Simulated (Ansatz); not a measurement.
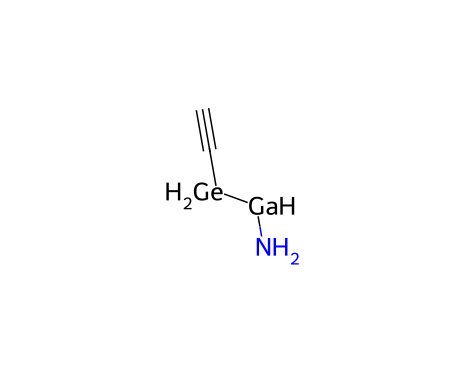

The drawing above gives the connectivity. The computed structure is the end point of a PBE0-D4/def2-TZVP optimisation. No frequency run is at hand to confirm it as a minimum.

What does the molecule look like in three dimensions?

The molecule is C2H6GaGeN. Its SMILES string is `C#[C][GeH2][GaH][NH2]`. Among its groups: alkyne. This geometry has C1 symmetry. Coordination: 2 C linear; 1 Ge tetrahedral; 1 Ga trigonal planar; 1 N trigonal planar.

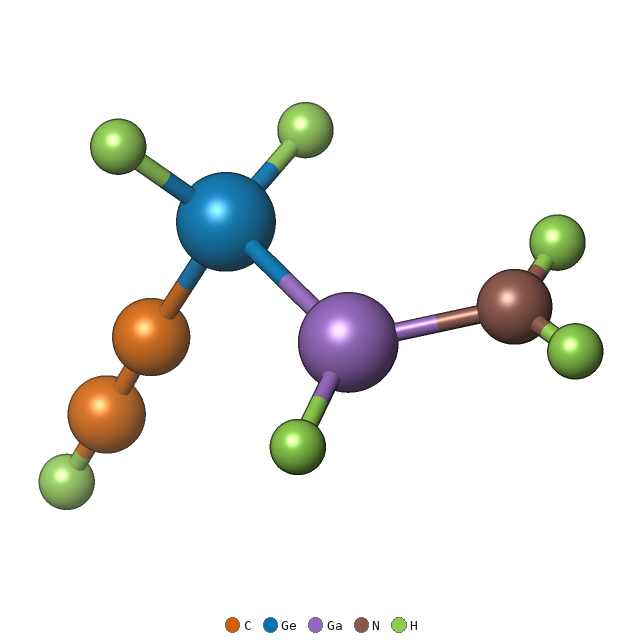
